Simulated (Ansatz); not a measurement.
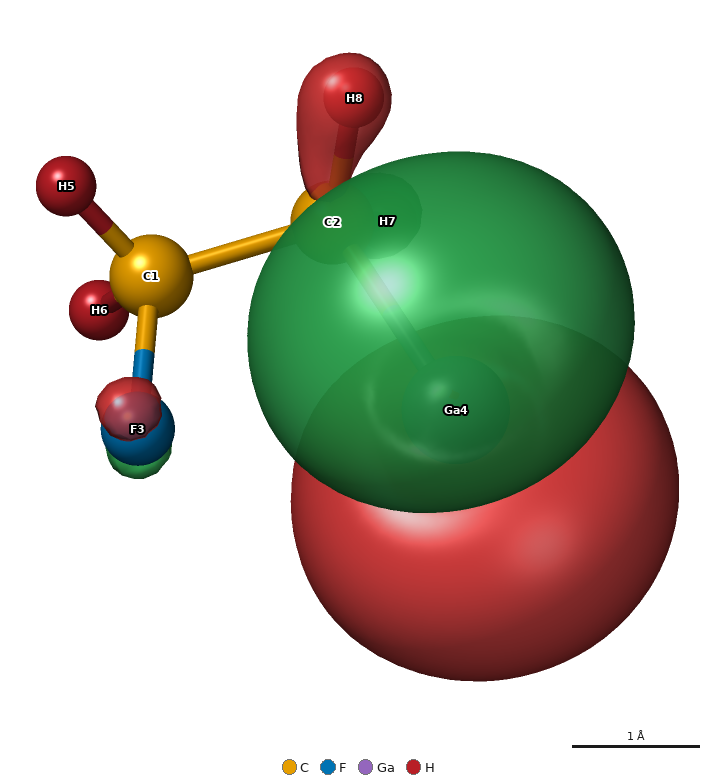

Figure 1: C2H4FGa (SMILES FC[CH2][Ga]). One frontier orbital at ±0.1 Å⁻³ᐟ² (green and red are the two phases), seen at a tilt.

Geometry: B3LYP-D3(BJ)/def2-SVP.

Method: isolated molecule in a Gaussian basis; Kohn-Sham density functional theory, functional PBE0 in Ansatz 0.2.0.

The calculation's input:

```
crystal:
  periodic: [false, false, false]
  atoms:
    - symbol: C
      position_ang: [-2.253298, 1.998202, 0.013421]
    - symbol: C
      position_ang: [-0.756926, 1.904031, 0.029294]
    - symbol: F
      position_ang: [-2.790989, 0.991162, 0.899255]
    - symbol: Ga
      position_ang: [-0.382030, 0.304438, 1.383081]
    - symbol: H
      position_ang: [-2.652174, 2.951086, 0.394669]
    - symbol: H
      position_ang: [-2.711053, 1.786210, -0.965332]
    - symbol: H
      position_ang: [-0.325140, 1.659457, -0.955777]
    - symbol: H
      position_ang: [-0.266469, 2.820084, 0.399319]
basis:
  gaussian: {orbitals: def2-TZVPD}
hamiltonian: {xc: {name: PBE0}}
output: {forces: true, orbitals: {seedname: orbitals}}
```

Launched as:

```sh
ansatz run input.yaml --threads 2 --pin off --max-ram 4350MiB --events-out events.jsonl --progress --plain --runs-dir runs
```

> Which orbital is it: HOMO or LUMO?

The LUMO, at −1.30 eV. Its weight (Hirshfeld) is mainly on Ga4 (about 90 %).
